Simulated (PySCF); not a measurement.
C2H3FSi, SMILES `C#C[SiH2]F`.

Level of theory: TPSS/def2-SVP (PySCF), at a geometry from GFN2-xTB. No frequency check shows the geometry to be a minimum.

Cartesian coordinates (Å):

```
C1      -2.3203    0.2401   -0.0001
C2      -1.1540   -0.0510    0.0001
Si3      0.6351   -0.5057   -0.0000
F4       1.4766    0.8671    0.0000
H5      -3.3399    0.5007   -0.0000
H6       1.0028   -1.1797   -1.2362
H7       1.0027   -1.1797    1.2363
```

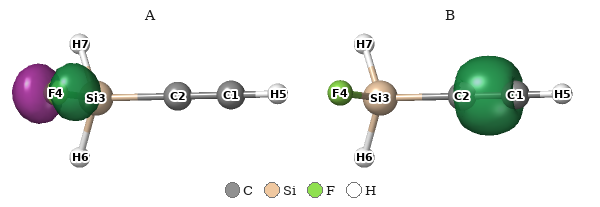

Intrinsic bond orbitals (IBO), occupied; each surface holds about 80 % of the orbital's density. Energies are diagonal elements of the Fock matrix.

What does each orbital represent in a Lewis picture?

Answer. By panel:
- A: lone pair on F4 (p-type) (F4 96 %; −9.8 eV)
- B: σ bond C1–C2 (C1 50 %, C2 49 %; −18.1 eV)

How do all the valence pairs divide up?

Answer. 11 pairs: 5 σ bonds, 3 lone pairs, 2 two-centre π bonds and 1 strongly polarised pair.

The PySCF run took 9.2 s on 1 thread of Intel(R) Xeon(R) Platinum 8375C CPU @ 2.90GHz (Ice Lake) (shared host), peak memory 0.36 GiB.
